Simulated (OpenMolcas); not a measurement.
**SnGeH6 (SMILES [GeH3][SnH3]): levels of theory compared**

Aim: a comparison of 6 runs (HF/def2-SVP, B2PLYP/def2-SVP, B3LYP/def2-SVP, M06-L/def2-SVP, revPBE/def2-SVP, MP2/def2-SVP) of SnGeH6. 

The results are computed with OpenMolcas 26.06.

## 1. The structure to begin with

The species is SnGeH6 (8 atoms), meant as a singlet with charge 0. SMILES: `[GeH3][SnH3]`. The Ge1–H5 distance was set to 1.999 Å, away from the relaxed value.

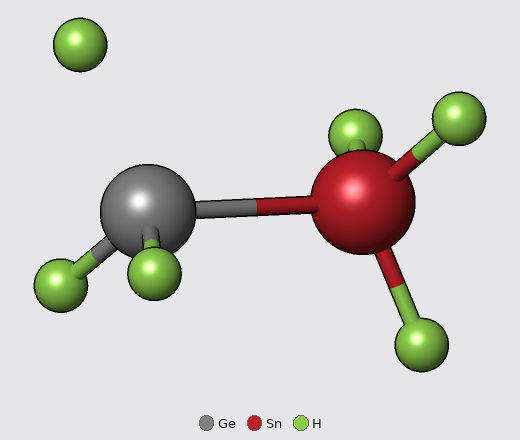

Viewed from a chosen angle; germanium grey, tin red, hydrogen green.

## 2. A single-point energy at HF/def2-SVP (core potential) (run 1)

mol.xyz reads:

```xyz
8

Ge    -1.006600     0.105576    -0.699873
Sn     0.499000    -0.470524     1.333727
H     -2.083300     1.127076    -0.298073
H     -1.705900    -1.158824    -1.225573
H      0.087500     0.886500    -2.179300
H     -0.440100    -1.113024     2.606627
H      1.678500    -1.624424     0.895227
H      1.295400     0.928876     1.901527
```

run.inp reads:

```
>>> EXPORT MOLCAS_PRINT=2

&GATEWAY
  BasLib = $CurrDir
  Coord = mol.xyz
  Basis = def2-SVP
  Group = NoSym

&SEWARD

&SCF
  Thresholds = 1e-10 1e-07 1e-07 1e-05
  PrOrbitals = 1 2
```

The basis set def2-SVP is read from a file made from the Basis Set Exchange's data (not shown).

Started as:

```
$ export MOLCAS_MEM=1860
$ pymolcas run.inp > run.log
```

What it wrote:

```text
--- Start Module: gateway ---
[...]
--- Stop Module: gateway /rc=_RC_ALL_IS_WELL_ ---
--- Start Module: seward ---
[...]
      Basis functions           88
--- Stop Module: seward /rc=_RC_ALL_IS_WELL_ ---
[...]
--- Start Module: scf ---
[...]
       Convergence after  12 Iterations
[...]
::    Total SCF energy                              -2291.8759782013
[...]
      Total spin, S                                     0.0000000000
[...]
      Total electronic charge=   60.000000
      Total            charge=   -0.000000
[...]
      Dipole Moment (debye):
      Origin of the operator (angstrom)=   -0.0788   -0.2480    0.5498
                   X= -4.2414E-01               Y= -3.8363E-01               Z=  7.7185E-01           Total=  9.6064E-01
      Quadrupole Moment (debye*angstrom):
[...]
--- Stop Module: scf /rc=_RC_ALL_IS_WELL_ ---
[...]
```

Run time: 11 s. Hardware: 1 thread of AMD EPYC 7R43 (Zen 3), shared host; peak memory 0.48 GiB.

## 3. The energy at B2PLYP/def2-SVP (core potential) (run 2)

run.input reads:

```
>>> EXPORT MOLCAS_PRINT=2

&gateway
  baslib=$CurrDir
  basisset
  Ge.def2-SVP....
  Ge1 -1.006600 0.105576 -0.699873 angstrom
  End of Basis
  basisset
  Sn.def2-SVP....
  Sn2 0.499000 -0.470524 1.333727 angstrom
  End of Basis
  basisset
  H.def2-SVP....
  H3 -2.083300 1.127076 -0.298073 angstrom
  H4 -1.705900 -1.158824 -1.225573 angstrom
  H5 0.087500 0.886500 -2.179300 angstrom
  H6 -0.440100 -1.113024 2.606627 angstrom
  H7 1.678500 -1.624424 0.895227 angstrom
  H8 1.295400 0.928876 1.901527 angstrom
  End of Basis

&seward
  gridinput
  Grid=UltraFine
  End of Grid

&scf
  ksdft=B2PLYP_SCF
  thresholds=1e-10 1e-07 1e-07 1e-05
  prorbitals=1 1

&mbpt2
  frozen=13
```

The basis set def2-SVP is read from a file made from the Basis Set Exchange's data (not shown).

Started as:

```
$ export MOLCAS_MEM=1860
$ pymolcas run.input > run.log
```

What it wrote:

```text
--- Start Module: gateway ---
[...]
--- Stop Module: gateway /rc=_RC_ALL_IS_WELL_ ---
[...]
      Basis functions           88
[...]
--- Start Module: scf ---
[...]
       Convergence after  12 Iterations
[...]
::    Total KS-DFT energy                           -2293.7878512473
[...]
      Total spin, S                                     0.0000000000
[...]
      Total electronic charge=   60.000000
      Total            charge=   -0.000000
[...]
      Dipole Moment (debye):
      Origin of the operator (angstrom)=   -0.0788   -0.2480    0.5498
                   X= -3.7451E-01               Y= -3.3528E-01               Z=  6.7314E-01           Total=  8.4011E-01
      Quadrupole Moment (debye*angstrom):
[...]
--- Stop Module: scf /rc=_RC_ALL_IS_WELL_ ---
[...]
--- Start Module: mbpt2 ---
[...]
 ###    WARNING: MP2 implementation intended for RHF references only         ###
 ###############################################################################
MBPT2 WARNING: Reference function according to RunFile:KS-DFT
I'll assume you know what you're doing and continue
WARNING!
Default frozen orbitals as non valence orbitals is overwritten by user input.
Default values:  14
[...]
       Reference weight ( Cref**2 )         =        0.82894
::    Total MBPT2 energy                            -2294.2347321755
[...]
      Total MBPT2 calculations                           0.32      0.38
--- Stop Module: mbpt2 /rc=_RC_ALL_IS_WELL_ ---
[...]
```

It took 20 s on 1 thread of AMD EPYC 7R43 (Zen 3), shared host; peak memory 0.48 GiB.

## 4. A single-point energy at B3LYP/def2-SVP (core potential) (run 3)

run.inp reads:

```
* GeH6Sn Kohn-Sham DFT

&GATEWAY
  BasLib=$CurrDir
  Coord
  8
  angstrom
  Ge      -1.006600       0.105576      -0.699873
  Sn       0.499000      -0.470524       1.333727
  H       -2.083300       1.127076      -0.298073
  H       -1.705900      -1.158824      -1.225573
  H        0.087500       0.886500      -2.179300
  H       -0.440100      -1.113024       2.606627
  H        1.678500      -1.624424       0.895227
  H        1.295400       0.928876       1.901527
  Basis=def2-SVP
  Group=NoSym

&SEWARD
  GridInput
  Grid=UltraFine
  End of Grid

&SCF
  KSDFT=B3LYP
  Thresholds=1e-10 1e-07 1e-07 1e-05
  PrOrbitals=1 2
```

The basis set def2-SVP is read from a file made from the Basis Set Exchange's data (not shown).

Started as:

```
$ export MOLCAS_MEM=1860
$ pymolcas run.inp > run.log
```

What it wrote:

```text
--- Start Module: gateway ---
[...]
--- Stop Module: gateway /rc=_RC_ALL_IS_WELL_ ---
--- Start Module: seward ---
[...]
      Basis functions           88
--- Stop Module: seward /rc=_RC_ALL_IS_WELL_ ---
[...]
--- Start Module: scf ---
[...]
       Convergence after  13 Iterations
[...]
::    Total KS-DFT energy                           -2294.7054669054
[...]
      Total spin, S                                     0.0000000000
[...]
      Total electronic charge=   60.000000
      Total            charge=   -0.000000
[...]
      Dipole Moment (debye):
      Origin of the operator (angstrom)=   -0.0788   -0.2480    0.5498
                   X= -3.5098E-01               Y= -3.0685E-01               Z=  6.1287E-01           Total=  7.7004E-01
      Quadrupole Moment (debye*angstrom):
[...]
--- Stop Module: scf /rc=_RC_ALL_IS_WELL_ ---
[...]
```

Run time: 22 s. Hardware: 1 thread of AMD EPYC 7R43 (Zen 3), shared host; peak memory 0.48 GiB.

Runs 4 to 5 aren't shown in full; the table further down has their settings and results.

## 5. A single-point energy at MP2/def2-SVP (core potential) (run 6)

coord.xyz reads:

```xyz
8

Ge    -1.006600     0.105576    -0.699873
Sn     0.499000    -0.470524     1.333727
H     -2.083300     1.127076    -0.298073
H     -1.705900    -1.158824    -1.225573
H      0.087500     0.886500    -2.179300
H     -0.440100    -1.113024     2.606627
H      1.678500    -1.624424     0.895227
H      1.295400     0.928876     1.901527
```

test.input reads:

```
* GeH6Sn MP2

&GATEWAY
  BasLib
  $CurrDir
  Coord
  coord.xyz
  Basis
  def2-SVP
  Group
  NoSym

&SEWARD

&SCF
  Thresholds
  1e-10 1e-07 1e-07 1e-05
  PrOrbitals
  1 1

&MBPT2
  Frozen
  13
```

The basis set def2-SVP is read from a file made from the Basis Set Exchange's data (not shown).

Started as:

```
$ export MOLCAS_MEM=1860
$ pymolcas test.input > test.log
```

What it wrote:

```text
--- Start Module: gateway ---
[...]
--- Stop Module: gateway /rc=_RC_ALL_IS_WELL_ ---
[...]
      Basis functions           88
[...]
--- Start Module: scf ---
[...]
       Convergence after  12 Iterations
[...]
::    Total SCF energy                              -2291.8759782013
[...]
      Total spin, S                                     0.0000000000
[...]
      Total electronic charge=   60.000000
      Total            charge=   -0.000000
[...]
      Dipole Moment (debye):
      Origin of the operator (angstrom)=   -0.0788   -0.2480    0.5498
                   X= -4.2414E-01               Y= -3.8363E-01               Z=  7.7185E-01           Total=  9.6064E-01
      Quadrupole Moment (debye*angstrom):
[...]
--- Stop Module: scf /rc=_RC_ALL_IS_WELL_ ---
[...]
--- Start Module: mbpt2 ---
[...]
WARNING!
Default frozen orbitals as non valence orbitals is overwritten by user input.
Default values:  14
[...]
       Reference weight ( Cref**2 )         =        0.88675
::    Total MBPT2 energy                            -2292.2373031923
[...]
      Total MBPT2 calculations                           0.46      0.53
--- Stop Module: mbpt2 /rc=_RC_ALL_IS_WELL_ ---
[...]
```

It took 12 s on 1 thread of AMD EPYC 7R43 (Zen 3), shared host; peak memory 0.48 GiB.

## 6. All runs side by side

| run | level | frozen core orbitals | integration grid | energy (Eh) | dipole moment (D) of the reference | HOMO energy (eV) | LUMO energy (eV) | wall time |
| --- | --- | --- | --- | --- | --- | --- | --- | --- |
| 1 | HF/def2-SVP (core potential) | – | – | -2291.875978 | 0.96 | -10.26 | 2.26 | 11 s |
| 2 | B2PLYP/def2-SVP (core potential) | 13 | UltraFine | -2293.908509 | 0.84 | -8.72 | 0.24 | 20 s |
| 3 | B3LYP/def2-SVP (core potential) | – | UltraFine | -2294.705467 | 0.77 | -7.67 | -1.20 | 22 s |
| 4 | M06-L/def2-SVP (core potential) | – | UltraFine | -2294.677741 | 0.87 | -7.00 | -1.35 | 28 s |
| 5 | revPBE/def2-SVP (core potential) | – | UltraFine | -2294.465384 | 0.75 | -6.81 | -1.72 | 25 s |
| 6 | MP2/def2-SVP (core potential) | 13 | – | -2292.237303 | 0.96 | -10.26 | 2.26 | 12 s |

## 7. Results

| quantity | value |
| --- | --- |
| run 6: total energy | -2292.23730 Eh |
| run 6: dipole moment (mean-field density) | 0.96 D |
| run 6: HOMO energy (Hartree–Fock orbitals) | -10.26 eV |
| run 6: LUMO energy (Hartree–Fock orbitals) | 2.26 eV |
| run 6: HOMO–LUMO gap (Hartree–Fock orbitals) | 12.52 eV |
| run 6: correlation energy (13 core orbitals frozen) | -361.3 mEh |

Over runs 1, 2, 3, 4, 5 the dipole moment (its size) runs from 0.75 D (revPBE/def2-SVP) to 0.96 D (HF/def2-SVP). Over runs 1, 2, 3, 4, 5 the HOMO–LUMO gap runs from 5.09 eV (revPBE/def2-SVP) to 12.52 eV (HF/def2-SVP). Exact exchange widens orbital gaps. For B2PLYP the log adds the whole second-order term; the table takes 0.27 of it, as the functional is defined. Totals of different functionals can't be ranked against each other. All runs together took 2 min, the longest 28 s.
